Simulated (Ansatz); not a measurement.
# Phonons of AlCo (Pm-3m) against volume, part 2 of 2

Aim: how do the optical modes of AlCo (Pm-3m) move with volume?

Ansatz 0.2.0; DFT PBEsol, scalar-relativistic, plane waves, PAW; PAW set soft_1.

So far. Step 3 (Tight relaxation): The forces vanish by symmetry and the pressure is 0.001 GPa, within the tolerances set. The cell now holds 11.24 Å³/atom.

## 4. Zone-centre response at rest

Phonons follow from the second derivative of the energy, found here by linear response.

The modes at rest are the reference of the series.

The input, input.yaml:

```yaml
crystal:
  lattice:
    - [2.8222089286, 0.0, 0.0]
    - [0.0, 2.8222089286, 0.0]
    - [0.0, 0.0, 2.8222089286]
  atoms:
    - { symbol: Al, position: [0.0, 0.0, 0.0] }
    - { symbol: Co, position: [0.5, 0.5, 0.5] }
kpoints:
  mp_grid: { grid: [16, 16, 16] }
hamiltonian:
  xc: pbesol
  pseudopotentials: { kind: paw, azcp: { folder: soft_1 }, xc_functional: pbe }
scf:
  occupations: { method: methfessel_paxton, width: 0.2 }
output:
  eigenvalues: true
phonons:
  method: dfpt
```

Launch:

```bash
$ ansatz run input.yaml --threads 4 --pin off --max-ram 10240MiB --backend cpu --events-out ev --progress --plain --runs-dir out
```

Numbers of over 12 decimals in the logs are rounded to 6 here.

Output:

```text
[...]
Crystal: 2 atoms, lattice volume = 22.479 Å³
Basis set: ecut = 420 eV, 461 PW (Γ), exchange–correlation on 40×40×40 points (8 copies of the dense FFT grid, shifted against one another)
Bands: 14, of which v1, the nominal top of the filled ones, is band 10 counted from 1 (9 counted from 0)
Symmetry: 48 space group operations
k-points: 405 of 4096 (irreducible under 8 space group operations, time reversal used)
[...]
SCF iter   1: F=—  HF=-5618.992146 eV  |F-HF|=—  |Δ(HF+E_count)|=         —  Δρ=7.01e-2  dr2=9.44e-1  ethr=3.10e-3  ⟨swp⟩=4.1  Hψ=25778  notcnv=0
[...]
SCF iter   9: F=-5618.777913 eV  HF=-5618.777913 eV  |F-HF|=0.00e0  |Δ(HF+E_count)|=  2.73e-11  S|Δr|=    0.00e0  Δρ=4.55e-8  dr2=4.15e-13  ethr=1.00e-12  ⟨swp⟩=5.2  Hψ=23090  notcnv=0
SCF 1 converged in 9 iterations: F = -5618.777913 eV  dr2 = 4.15e-13
[...]
DFPT response loops at Γ: preconditioner auto → Kerker (q_TF=auto, 2.676 Å⁻¹) (partly filled bands, converged f_vac=0.000); β = 1.00, the filter's whole step (`scf.mixing.beta` (0.50) is not read by the response loops under this deck's `scf.mixing.preconditioner`; to damp them name `kerker` or `kerker_dos`, under which they read `scf.mixing.beta`, and type it under 1.00, their step now; both keys bind the ground state too); Broyden in place of MSR1
SCF converged after 9 iterations
[...]
Free energy (F): -5618.777913 eV
[...]
Internal energy: -5618.779781 eV  (E = F + TS)
E sigma→0 (E₀):  -5618.778380 eV
Entropy (-TS):   0.001868 eV (0.934 meV/atom)
Fermi energy:    14.862562 eV
[...]
--- Band table (eV; the first three rows and the last of 405) ---
  k-point 0: bands = [... 6 lower, 11.7182, 14.0017, 14.0017, 14.0017, 20.9375, 20.9375, 20.9375, 23.6916]
  k-point 1: bands = [... 6 lower, 11.7398, 13.9592, 13.9592, 14.0062, 20.1818, 21.0437, 21.0437, 23.6788]
  k-point 2: bands = [... 6 lower, 11.8020, 13.8425, 13.8425, 14.0191, 18.8392, 21.3520, 21.3520, 23.6409]
  k-point 404: bands = [... 6 lower, 10.7726, 14.6327, 14.6327, 17.1846, 17.1846, 17.1846, 19.2535, 20.3869]
--- Phonons (Γ-DFPT): 2 representative perturbations + reference, on 405 of 4096 k-points (Σ response iterations 6) ---
  k mesh reduced under 8 symmetry operations, with k and −k counted as one. Each operation leaves every solved perturbation unchanged. A smaller set is not used because it would not reduce the number of displacements times k-points to solve
  ASR residual: 2.082e-5 → 0.000e0 eV/Å²; symmetrization residual: 2.407e-6 eV/Å²
  ASR residual per site (eV/Å²): 3.78e-6 2.08e-5
  Γ frequencies (cm⁻¹): 0.00 0.00 0.00 339.92 339.92 339.92
  non-analytic LO–TO correction: not included (Born effective charges unavailable; polar crystals: no LO–TO splitting at Γ)
```

Wall time 7.6 s (4 threads of AMD EPYC 7B13 (Zen 3), shared host); peak memory 0.74 GiB; 27 s of CPU time.

In the SCF lines HF is the Harris–Foulkes energy and dr2 the Hartree energy of the density residual, in eV; the loop may stop once dr2 is under the threshold and the program's other checks hold. Hψ counts applications of the Hamiltonian.

Numbers from this step:

```yaml
sum_rule_residual_before_enforcement: 2.08e-5 eV/Å²
point_group: m-3m
highest_optical_mode_at_the_zone_centre_no_lo_to_term: 339.9 cm⁻¹
lowest_optical_zone_centre_mode: 339.9 cm⁻¹
```

Patterns of degenerate modes are one choice out of their space. Modes at Γ, with each element's share of the kinetic energy:

| mode | frequency (cm⁻¹) | symmetry | Al % | Co % |
| --- | --- | --- | --- | --- |
| 1 | 0.0 | acoustic | 31 | 69 |
| 2 | 0.0 | acoustic | 31 | 69 |
| 3 | 0.0 | acoustic | 31 | 69 |
| 4 | 339.9 | T1u | 69 | 31 |
| 5 | 339.9 | T1u | 69 | 31 |
| 6 | 339.9 | T1u | 69 | 31 |

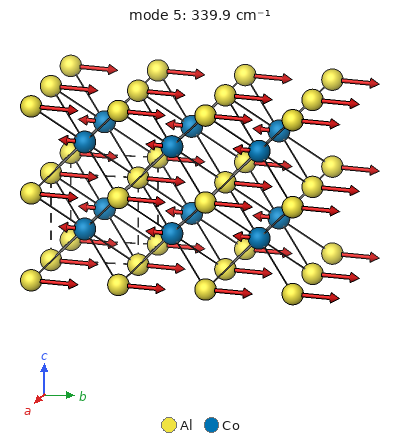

Displacement patterns of mode 5 at Γ; arrows are exaggerated. 2×3×2 cells are drawn. Some periodic images of atoms are drawn too.

Before it was imposed, the acoustic sum rule was missed by 2.1e-5 eV/Å². Small misses are needed for a sound result but don't prove that mesh and cutoff are converged. The lowest optical mode is real, 340 cm⁻¹.

## 5. Ground state of a member: 1.06 times the volume at rest

The cell is set to 1.06 times the volume at rest; symmetry leaves nothing else free, so this is a single point.

input.yaml, the sections that differ from step 4:

```yaml
crystal:
  lattice:
    - [2.8775604111, 0.0, 0.0]
    - [0.0, 2.8775604111, 0.0]
    - [0.0, 0.0, 2.8775604111]
  atoms:
    - { symbol: Al, position: [0.0, 0.0, 0.0] }
    - { symbol: Co, position: [0.5, 0.5, 0.5] }
output:
  forces: true
  stress: true
  eigenvalues: true
# kpoints, hamiltonian, scf: as in step 4
# phonons: removed
```

Output:

```text
[...]
Crystal: 2 atoms, lattice volume = 23.827 Å³
Basis set: ecut = 420 eV, 461 PW (Γ), exchange–correlation on 40×40×40 points (8 copies of the dense FFT grid, shifted against one another)
Bands: 14, of which v1, the nominal top of the filled ones, is band 10 counted from 1 (9 counted from 0)
Symmetry: 48 space group operations
[...]
k-points: 165 of 4096
[...]
SCF iter   1: F=—  HF=-5618.982158 eV  |F-HF|=—  |Δ(HF+E_count)|=         —  Δρ=8.02e-2  dr2=1.33e0  ethr=3.10e-3  ⟨swp⟩=4.0  Hψ=10549  notcnv=0
[...]
SCF iter   7: F=-5618.733822 eV  HF=-5618.733822 eV  |F-HF|=1.24e-8  |Δ(HF+E_count)|=   1.37e-7  S|Δr|=    0.00e0  Δρ=9.25e-6  dr2=9.97e-9  ethr=5.00e-10  ⟨swp⟩=5.3  Hψ=10404  notcnv=0
SCF 1 converged in 7 iterations: F = -5618.733822 eV  dr2 = 9.97e-9
[...]
SCF converged after 7 iterations
[...]
Free energy (F): -5618.733822 eV
[...]
Internal energy: -5618.735195 eV  (E = F + TS)
E sigma→0 (E₀):  -5618.734165 eV
Entropy (-TS):   0.001374 eV (0.687 meV/atom)
Fermi energy:    13.853433 eV
[...]
--- Stress (GPa, compression-positive) ---
       -9.950927       0.000000      -0.000000
        0.000000      -9.950927       0.000000
        0.000000       0.000000      -9.950927
  P = ⅓ Tr σ = -9.9509 GPa (-99.509 kbar)
--- Band table (eV; the first three rows and the last of 165) ---
  k-point 0: bands = [... 6 lower, 10.9798, 13.0687, 13.0687, 13.0687, 19.6417, 19.6417, 19.6417, 22.4530]
  k-point 1: bands = [... 6 lower, 10.9996, 13.0292, 13.0292, 13.0728, 18.9205, 19.7436, 19.7436, 22.4450]
  k-point 2: bands = [... 6 lower, 11.0568, 12.9209, 12.9209, 13.0845, 17.6210, 20.0398, 20.0398, 22.4213]
  k-point 164: bands = [... 6 lower, 10.0432, 13.6432, 13.6432, 16.1796, 16.1796, 16.1796, 17.7104, 19.0678]
```

Run time: 0.85 s. Hardware: 4 threads; peak memory 0.43 GiB.

This step gave:

- pressure: -9.951 GPa
- volume per atom: 11.91 Å³

The forces vanish by symmetry, at a pressure of -9.95 GPa.

## 6. Zone-centre modes of the member: 1.06 times the volume at rest

The zone-centre modes follow for 1.06 times the volume at rest.

Edit input.yaml of step 5 so:

```diff
@@ -16,4 +16,4 @@
 output:
-  forces: true
-  stress: true
   eigenvalues: true
+phonons:
+  method: dfpt
```

Output:

```text
[...]
Crystal: 2 atoms, lattice volume = 23.827 Å³
Basis set: ecut = 420 eV, 461 PW (Γ), exchange–correlation on 40×40×40 points (8 copies of the dense FFT grid, shifted against one another)
Bands: 14, of which v1, the nominal top of the filled ones, is band 10 counted from 1 (9 counted from 0)
Symmetry: 48 space group operations
k-points: 405 of 4096 (irreducible under 8 space group operations, time reversal used)
[...]
SCF iter   1: F=—  HF=-5618.982174 eV  |F-HF|=—  |Δ(HF+E_count)|=         —  Δρ=8.02e-2  dr2=1.33e0  ethr=3.10e-3  ⟨swp⟩=4.0  Hψ=25795  notcnv=0
[...]
SCF iter   9: F=-5618.733822 eV  HF=-5618.733822 eV  |F-HF|=9.09e-13  |Δ(HF+E_count)|=  1.00e-11  S|Δr|=    0.00e0  Δρ=3.74e-8  dr2=1.77e-13  ethr=1.00e-12  ⟨swp⟩=5.2  Hψ=23131  notcnv=0
SCF 1 converged in 9 iterations: F = -5618.733822 eV  dr2 = 1.77e-13
[...]
SCF converged after 9 iterations
[...]
Free energy (F): -5618.733822 eV
[...]
Internal energy: -5618.735195 eV  (E = F + TS)
E sigma→0 (E₀):  -5618.734165 eV
Entropy (-TS):   0.001374 eV (0.687 meV/atom)
Fermi energy:    13.853380 eV
[...]
--- Band table (eV; the first three rows and the last of 405) ---
  k-point 0: bands = [... 6 lower, 10.9798, 13.0686, 13.0686, 13.0686, 19.6417, 19.6417, 19.6417, 22.4529]
  k-point 1: bands = [... 6 lower, 10.9996, 13.0292, 13.0292, 13.0727, 18.9205, 19.7436, 19.7436, 22.4449]
  k-point 2: bands = [... 6 lower, 11.0567, 12.9208, 12.9208, 13.0844, 17.6210, 20.0398, 20.0398, 22.4213]
  k-point 404: bands = [... 6 lower, 10.0432, 13.6431, 13.6431, 16.1796, 16.1796, 16.1796, 17.7104, 19.0677]
[...]
ASR residual: 1.483e-5 → 0.000e0 eV/Å²; symmetrization residual: 1.681e-6 eV/Å²
  ASR residual per site (eV/Å²): 7.71e-6 1.48e-5
  Γ frequencies (cm⁻¹): 0.00 0.00 0.00 304.98 304.98 304.98
[...]
```

It took 7.9 s on 4 threads; peak memory 0.76 GiB; 28 s of CPU time.

Numbers from this step:

| Quantity | Value |
| --- | --- |
| sum-rule residual before enforcement | 1.48e-5 eV/Å² |
| highest optical mode at the zone centre (no LO-TO term) | 305.0 cm⁻¹ |
| lowest optical zone-centre mode | 305.0 cm⁻¹ |

Patterns of degenerate modes are one choice out of their space. The modes at Γ (shares of kinetic energy by element, %):

| mode | frequency (cm⁻¹) | symmetry | Al % | Co % |
| --- | --- | --- | --- | --- |
| 1 | 0.0 | acoustic | 31 | 69 |
| 2 | 0.0 | acoustic | 31 | 69 |
| 3 | 0.0 | acoustic | 31 | 69 |
| 4 | 305.0 | T1u | 69 | 31 |
| 5 | 305.0 | T1u | 69 | 31 |
| 6 | 305.0 | T1u | 69 | 31 |

The optical mode lies at 305.0 cm⁻¹.

Between step 4 and this run (volume ratio 1.06) the value for the highest optical mode at the zone centre (no LO-TO term) moves from 340 cm⁻¹ to 305 cm⁻¹ (-10 %).

## 7. Ground state of a member: 0.9 times the volume at rest

The cell is set to 0.9 times the volume at rest; symmetry leaves nothing else free, so this is a single point.

input.yaml, the sections that differ from step 6:

```yaml
crystal:
  lattice:
    - [2.7248127617, 0.0, 0.0]
    - [0.0, 2.7248127617, 0.0]
    - [0.0, 0.0, 2.7248127617]
  atoms:
    - { symbol: Al, position: [0.0, 0.0, 0.0] }
    - { symbol: Co, position: [0.5, 0.5, 0.5] }
output:
  forces: true
  stress: true
  eigenvalues: true
# kpoints, hamiltonian, scf: as in step 6
# phonons: removed
```

Output:

```text
[...]
Crystal: 2 atoms, lattice volume = 20.231 Å³
Basis set: ecut = 420 eV, 389 PW (Γ), exchange–correlation on 40×40×40 points (8 copies of the dense FFT grid, shifted against one another)
Bands: 14, of which v1, the nominal top of the filled ones, is band 10 counted from 1 (9 counted from 0)
Symmetry: 48 space group operations
[...]
k-points: 165 of 4096
[...]
--- Band table (eV; the first three rows and the last of 165) ---
  k-point 0: bands = [... 6 lower, 13.1382, 15.8154, 15.8154, 15.8154, 23.4691, 23.4691, 23.4691, 26.0921]
  k-point 1: bands = [... 6 lower, 13.1633, 15.7669, 15.7669, 15.8207, 22.6419, 23.5830, 23.5830, 26.0689]
  k-point 2: bands = [... 6 lower, 13.2357, 15.6337, 15.6337, 15.8360, 21.2167, 23.9123, 23.9123, 26.0005]
  k-point 164: bands = [... 6 lower, 12.1895, 16.5621, 16.5621, 19.1521, 19.1521, 19.1521, 22.2587, 22.9623]
[key lines of the parts left out:]
SCF converged after 6 iterations
Free energy (F): -5618.614780 eV
Fermi energy:    16.825300 eV
P = ⅓ Tr σ = 25.5068 GPa (255.068 kbar)
```

Elapsed: 0.78 s, on 4 threads; peak memory 0.42 GiB; 2.3 s of CPU time.

This step gave:

* pressure: 25.51 GPa
* volume per atom: 10.12 Å³

The forces vanish by symmetry, at a pressure of 25.51 GPa.

## 8. Modes of this member: 0.9 times the volume at rest

The zone-centre modes follow for 0.9 times the volume at rest.

Edit input.yaml of step 7 so:

```diff
@@ -16,4 +16,4 @@
 output:
-  forces: true
-  stress: true
   eigenvalues: true
+phonons:
+  method: dfpt
```

Output:

```text
[...]
Crystal: 2 atoms, lattice volume = 20.231 Å³
Basis set: ecut = 420 eV, 389 PW (Γ), exchange–correlation on 40×40×40 points (8 copies of the dense FFT grid, shifted against one another)
Bands: 14, of which v1, the nominal top of the filled ones, is band 10 counted from 1 (9 counted from 0)
Symmetry: 48 space group operations
k-points: 405 of 4096 (irreducible under 8 space group operations, time reversal used)
[...]
k-point 2: bands = [... 6 lower, 13.2357, 15.6337, 15.6337, 15.8360, 21.2167, 23.9124, 23.9124, 26.0005]
  k-point 404: bands = [... 6 lower, 12.1895, 16.5621, 16.5621, 19.1521, 19.1521, 19.1521, 22.2587, 22.9624]
[...]
ASR residual: 3.211e-5 → 0.000e0 eV/Å²; symmetrization residual: 6.081e-7 eV/Å²
  ASR residual per site (eV/Å²): 3.21e-5 2.74e-5
  Γ frequencies (cm⁻¹): 0.00 0.00 0.00 405.57 405.57 405.57
[...]
[key lines of the parts left out:]
SCF converged after 8 iterations
Free energy (F): -5618.614780 eV
Fermi energy:    16.825320 eV
```

Run time: 7 s. Hardware: 4 threads; peak memory 0.72 GiB; 25 s of CPU time.

This step gave:

| Quantity | Value |
| --- | --- |
| sum-rule residual before enforcement | 3.21e-5 eV/Å² |
| highest optical mode at the zone centre (no LO-TO term) | 405.6 cm⁻¹ |
| lowest optical zone-centre mode | 405.6 cm⁻¹ |

Patterns of degenerate modes are one choice out of their space. Modes at Γ, with each element's share of the kinetic energy:

| mode | frequency (cm⁻¹) | symmetry | Al % | Co % |
| --- | --- | --- | --- | --- |
| 1 | 0.0 | acoustic | 31 | 69 |
| 2 | 0.0 | acoustic | 31 | 69 |
| 3 | 0.0 | acoustic | 31 | 69 |
| 4 | 405.6 | T1u | 69 | 31 |
| 5 | 405.6 | T1u | 69 | 31 |
| 6 | 405.6 | T1u | 69 | 31 |

The optical mode lies at 405.6 cm⁻¹.

For the highest optical mode at the zone centre (no LO-TO term), step 4 gave 340 cm⁻¹; this run, with volume ratio 0.9, gives 406 cm⁻¹ (+19 %).

## 9. All members side by side

The members are set side by side, also those not shown above.

Each row is one cell with its response, relaxed at fixed volume as far as symmetry leaves anything free; energies are extrapolated to zero smearing, and E0 is that at rest; shape and atoms are relaxed in each cell where symmetry leaves them free; all runs use 16×16×16 k points and Methfessel-Paxton smearing of 0.2 eV. State of the crystal along the series:

| volume ratio | V (Å³/atom) | pressure (GPa) | E - E0 (meV/atom) |
| --- | --- | --- | --- |
| 0.9 | 10.12 | 25.51 | 81.51 |
| 0.92 | 10.34 | 19.26 | 50.18 |
| 0.94 | 10.56 | 13.65 | 27.17 |
| 0.96 | 10.79 | 8.614 | 11.62 |
| 0.98 | 11.01 | 4.08 | 2.799 |
| 0.99 | 11.13 | 1.986 | 0.6801 |
| 1 | 11.24 | 5.46e-4 | 0 |
| 1.02 | 11.46 | -3.671 | 2.644 |
| 1.04 | 11.69 | -6.976 | 10.17 |
| 1.06 | 11.91 | -9.951 | 22.11 |

Each mode is tracked from rest by its pattern, and modes that stay within 0.3 cm⁻¹ of each other stand once; shape and atoms are relaxed in each cell where symmetry leaves them free; all runs use 16×16×16 k points and Methfessel-Paxton smearing of 0.2 eV. Optical modes along the series:

| V (Å³/atom) | mode 4 T1u (cm⁻¹) |
| --- | --- |
| 10.12 | 405.6 |
| 10.34 | 391.6 |
| 10.56 | 378.1 |
| 10.79 | 364.9 |
| 11.01 | 352.2 |
| 11.13 | 346 |
| 11.24 | 339.9 |
| 11.46 | 327.9 |
| 11.69 | 316.3 |
| 11.91 | 305 |

From cubic fits (parabolas where under five rows exist) of ln ω and P against ln V through the rows within about 4 % of rest: γ = −d ln ω / d ln V and dω/dP = γ ω / B. Slopes at rest:

| mode | fitted frequency at rest (cm⁻¹) | Grüneisen parameter γ | dω/dP (cm⁻¹/GPa) |
| --- | --- | --- | --- |
| mode 4 T1u | 339.9 | 1.79 | 3.14 |

## 10. What came out

```json
{
  "members": "10",
  "highest optical mode at the zone centre (no LO-TO term), at rest": "339.9 cm⁻¹",
  "bulk modulus at rest": "193 GPa",
  "mode 4 T1u, γ": "1.79"
}
```

**Reading.** The series spans -10.0 to 25.5 GPa, and the slope at rest gives a bulk modulus of 193 GPa. The optical mode has γ = 1.79 and moves by 3.1 cm⁻¹ for each GPa. One k mesh and one cutoff serve the ground states and modes of all volumes. These are harmonic frequencies at zero temperature: anharmonic shifts, linewidths and thermal expansion are left out. With no gap, or one that is small against the smearing, the frequencies hang on the k mesh and the smearing, most of all near Kohn anomalies. The runs are without spin polarisation, although Co often carries a moment. The PAW files were made for PBE; the program adapts parts of them to the functional of the run, but their partial waves stay those of PBE, an approximation that was not tested in this session. Only the zone centre was solved, so an instability at another wavevector cannot show here.

[Logs are printed without paths, hosts, clocks, repeated set-up lines and the standing remarks that a program may print on its own settings, such as how far it seeks lower states.]

[Hosts, paths, dates, database ids (printed as entryN), source tags and the programs' standing remarks are cut or masked in the printed files.]
